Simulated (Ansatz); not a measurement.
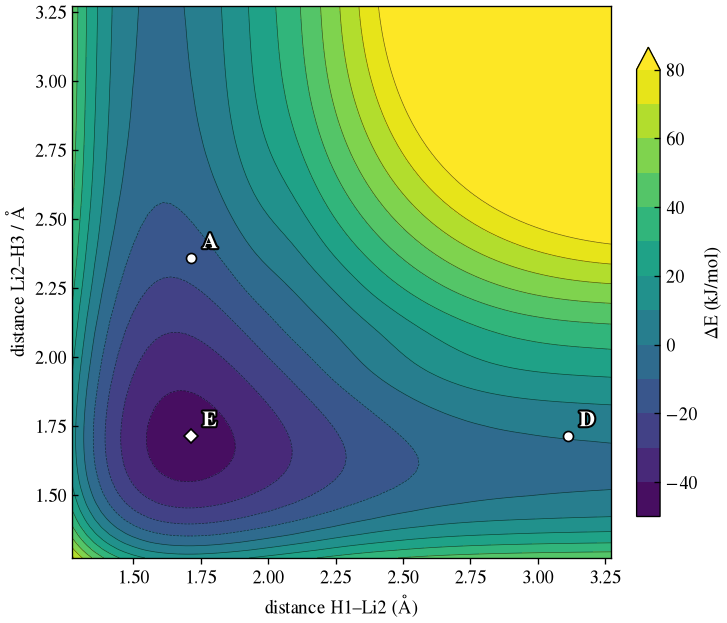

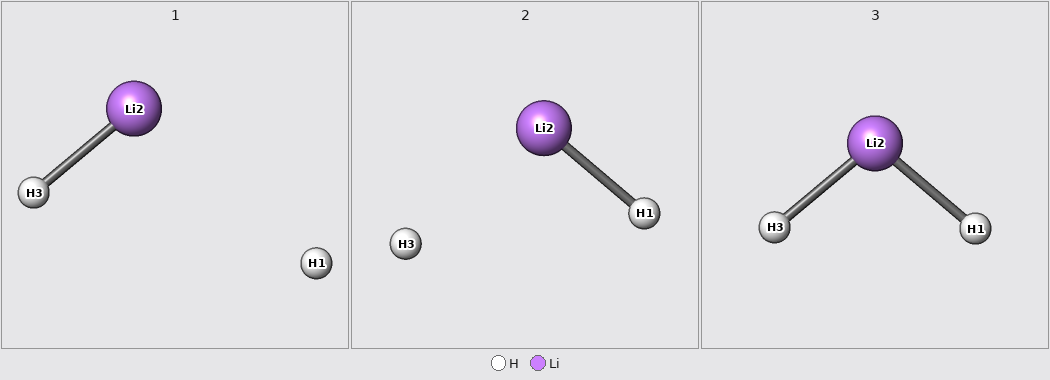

The system H + LiH, spin multiplicity 2. Coordinates scanned: (1) distance H1–Li2; (2) distance Li2–H3. Nothing is relaxed (the angle H1–Li2–H3 is fixed at 100 degrees). The scan uses a 17 × 17 grid; 153 points were computed and 136 follow by symmetry. Points are written as (first, second). All energies are given in kJ/mol relative to H far from the relaxed LiH (each part in its own basis). Computed with UKS PBE0-D4/aug-cc-pVTZ (Ansatz).

In the figure: filled contours, one colour for all values above the top of the scale, lettered points. Between grid points the surface is interpolated. The numbered pictures are the structures at these points, in random order.

**Which structure belongs to which point?**

A is structure 2: (1.713 Å, 2.358 Å), −16 kJ/mol; D is structure 1: (3.111 Å, 1.713 Å), 0.6 kJ/mol; E is structure 3: (1.713 Å, 1.713 Å), −44 kJ/mol.
